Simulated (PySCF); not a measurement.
## Run report: C7H9BSi, NMR shielding calculation

- system: C7H9BSi
- method: GIAO PBE0/pcSseg-1 NMR shielding, non-relativistic, gas phase (PySCF 2.14.0)

The geometry comes from this level: GFN2-xTB. It belongs to a series of runs on one base structure; here: constitutional isomer. Figures and captions count atoms from 1; the log counts them from 0 in places.

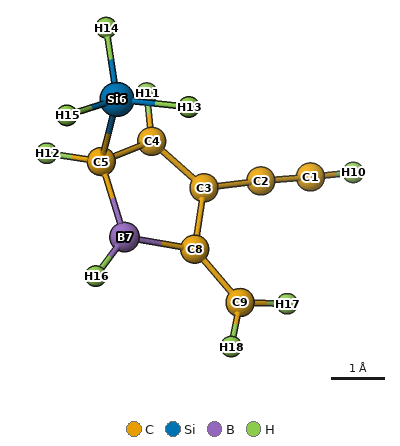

Fig. 1: The structure (ball-and-stick view, seen at a tilt; atoms are numbered from 1 in the order of the input). Bond lengths as drawn: B–C 1.56 Å, B–H 1.17 Å, C–C 1.20 to 1.49 Å, C–H 1.05 to 1.09 Å, C–Si 1.93 Å and H–Si 1.46 to 1.47 Å.

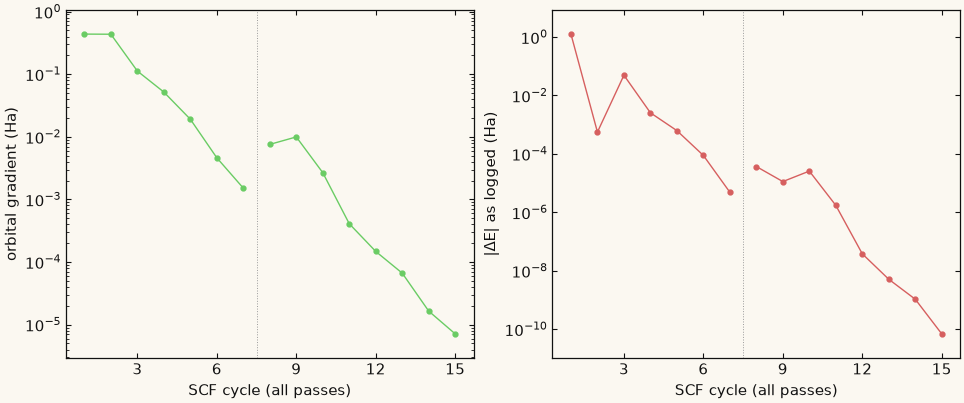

Fig. 2: Convergence of the self-consistent field: orbital gradient and size of the energy change against the SCF cycle. The dotted line marks the change from a coarse to the final integration grid. The first 7 cycles use a coarse grid, the final grid takes over at cycle 8, and the field converges after 15 cycles in all.

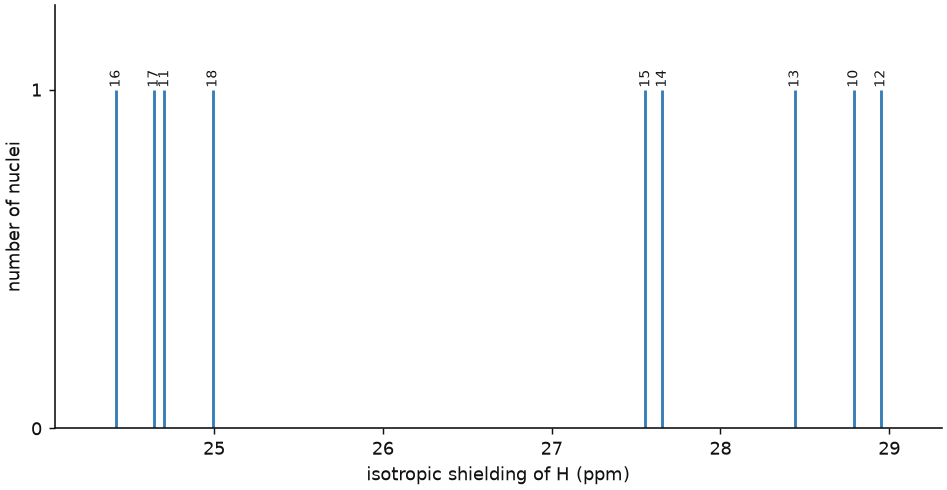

Fig. 3: Isotropic shieldings of the hydrogen nuclei in this fixed geometry, labelled by atom number; shielding grows to the right, so chemical shift grows to the left. The least shielded is H16 (24.4 ppm), the most shielded H12 (28.9 ppm).

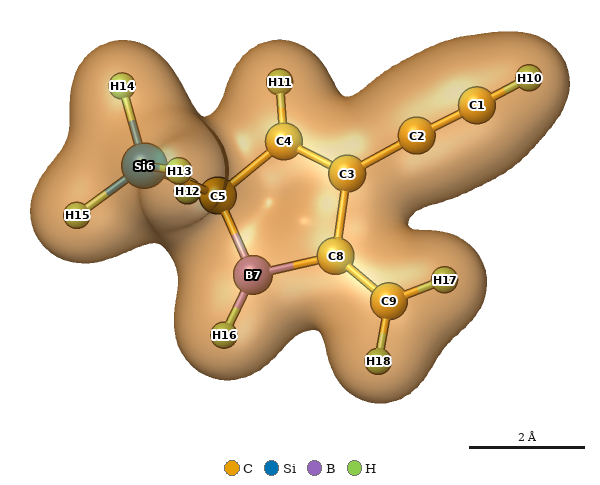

Fig. 4: Isosurface of the total electron density at 0.1 e/Å³ (orange), seen face on. At this value the surface is in one piece. On the grid the lowest density along these lines, outside the cores, is 2.7 e/Å³ (C–C, 1.20 Å), 1.3 e/Å³ (C–B, 1.56 Å), 0.71 e/Å³ (C–Si, 1.93 Å) and 2 e/Å³ (C–H, 1.05 Å).

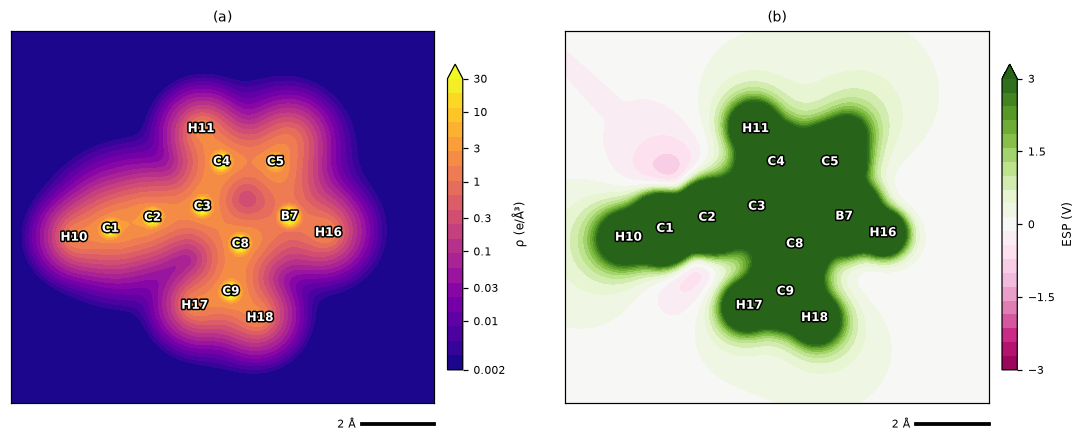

Fig. 5: (a) total electron density; (b) electrostatic potential on the plane of atoms H17, C9 and H18. Atoms in the plane: C, B and H. C–B (1.56 Å): ρ is about 1.4 e/Å³ halfway. C–C (1.34 Å): ρ is about 2.3 e/Å³ halfway. B–H (1.17 Å): ρ is about 1.3 e/Å³ halfway.

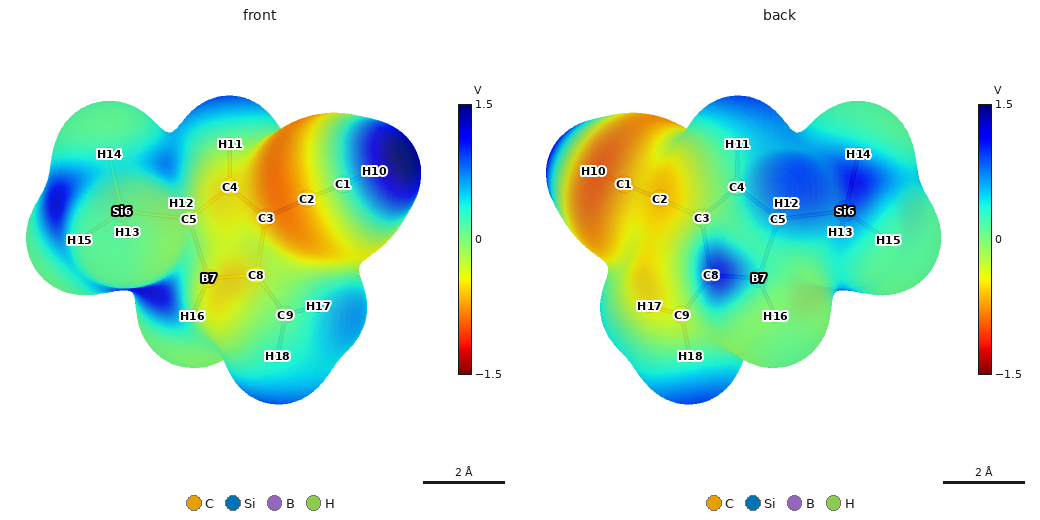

Fig. 6: The electrostatic potential painted on the density surface at 0.002 e/bohr³, seen at a tilt and from behind; red is negative and blue positive. Its dipole moment is 0.23 D.

These pictures come from the run below.

Input:
```
{"job": {"kind": "nmr", "xc": "PBE0", "basis": "pcSseg-1"}, "charge": 0, "multiplicity": 1}
C     -2.939361     1.857218    -0.908223
C     -2.001280     1.256021    -0.458268
C     -0.917393     0.506886     0.038758
C      0.138177     0.998409     0.714656
C      1.162892    -0.036332     1.042042
Si     2.682627     0.286393    -0.096160
B      0.488848    -1.381086     0.617965
C     -0.816993    -0.954975    -0.120240
C     -1.720793    -1.690374    -0.778629
H     -3.750499     2.401884    -1.289812
H      0.265256     2.038487     0.973342
H      1.539995     0.053621     2.062601
H      2.293971     0.170145    -1.502715
H      3.155371     1.648806     0.167881
H      3.741248    -0.674122     0.219620
H      0.871031    -2.465034     0.815085
H     -2.589912    -1.250663    -1.246787
H     -1.611944    -2.758968    -0.869437
```

The first line tells a small driver script what to run in PySCF; the rest is the geometry in Å.

Command:
```bash
OMP_NUM_THREADS=1 python <driver script> task.json out
```

Log:
```
coarse grid: 15896 points
cycle   1  E = -585.7455067651  dE =  1.262e+00  |g| = 4.374e-01  |ddm| = 4.213e+00
cycle   2  E = -585.7460648577  dE = -5.581e-04  |g| = 4.350e-01  |ddm| = 1.168e+00
cycle   3  E = -585.7953988850  dE = -4.933e-02  |g| = 1.123e-01  |ddm| = 6.276e-01
cycle   4  E = -585.7979522792  dE = -2.553e-03  |g| = 5.185e-02  |ddm| = 1.430e-01
cycle   5  E = -585.7985779989  dE = -6.257e-04  |g| = 1.909e-02  |ddm| = 5.558e-02
cycle   6  E = -585.7986665247  dE = -8.853e-05  |g| = 4.621e-03  |ddm| = 1.894e-02
cycle   7  E = -585.7986713904  dE = -4.866e-06  |g| = 1.515e-03  |ddm| = 5.361e-03
final grid: 149944 points
cycle   8  E = -585.8514843346  dE = -3.687e-05  |g| = 7.567e-03  |ddm| = 7.519e-02
cycle   9  E = -585.8514730589  dE =  1.128e-05  |g| = 9.962e-03  |ddm| = 1.890e-02
cycle  10  E = -585.8514988068  dE = -2.575e-05  |g| = 2.675e-03  |ddm| = 1.101e-02
cycle  11  E = -585.8515005348  dE = -1.728e-06  |g| = 4.091e-04  |ddm| = 2.233e-03
cycle  12  E = -585.8515005727  dE = -3.790e-08  |g| = 1.477e-04  |ddm| = 5.044e-04
cycle  13  E = -585.8515005778  dE = -5.101e-09  |g| = 6.648e-05  |ddm| = 2.275e-04
cycle  14  E = -585.8515005789  dE = -1.057e-09  |g| = 1.646e-05  |ddm| = 7.361e-05
cycle  15  E = -585.8515005790  dE = -6.889e-11  |g| = 7.119e-06  |ddm| = 2.797e-05
converged SCF energy = -585.8515005790

GIAO shielding tensors (ppm)
atom      isotropic    diamagn.    paramagn.     s11        s22        s33       span
  0 C       95.724     261.274    -165.549     30.607     52.440    204.126    173.519
  1 C      103.890     244.570    -140.680      5.240      6.736    299.695    294.455
  2 C       52.851     261.453    -208.602    -42.919     66.934    134.538    177.457
  3 C       28.850     253.757    -224.907    -81.027     35.974    131.604    212.632
  4 C      146.389     258.057    -111.667    123.928    150.187    165.054     41.126
  5 Si     426.474     878.775    -452.301    397.338    412.769    469.314     71.975
  6 B       27.461     189.576    -162.115    -39.697      9.074    113.006    152.702
  7 C       23.635     257.047    -233.412    -83.107      1.433    152.579    235.686
  8 C       41.433     252.622    -211.190    -62.270     23.863    162.705    224.975
  9 H       28.788      34.778      -5.990     24.514     25.302     36.549     12.035
 10 H       24.706      33.916      -9.211     22.321     23.480     28.317      5.996
 11 H       28.948      30.365      -1.417     24.950     27.339     34.556      9.605
 12 H       28.439      28.376       0.063     24.752     27.804     32.762      8.011
 13 H       27.654      28.441      -0.787     24.398     25.928     32.636      8.238
 14 H       27.556      28.040      -0.484     24.002     25.141     33.524      9.522
 15 H       24.418      30.373      -5.956     19.759     26.127     27.367      7.609
 16 H       24.643      30.337      -5.694     21.698     23.205     29.026      7.328
 17 H       24.991      28.850      -3.859     22.732     24.088     28.154      5.422
```

Key numbers:

| quantity | value |
| --- | --- |
| outcome | converged |
| total energy | −585.851501 hartree |
| HOMO | −6.50 eV |
| LUMO | −2.14 eV |
| dipole moment | 0.23 D |
| isotropic shielding, C | 23.6 to 146.4 ppm |
| isotropic shielding, Si | 426.5 ppm |
| isotropic shielding, B | 27.5 ppm |
| isotropic shielding, H | 24.4 to 28.9 ppm |
| hardware | 1 CPU thread, shared host |
| wall time | 2.3 min |
| peak memory | 0.93 GiB |
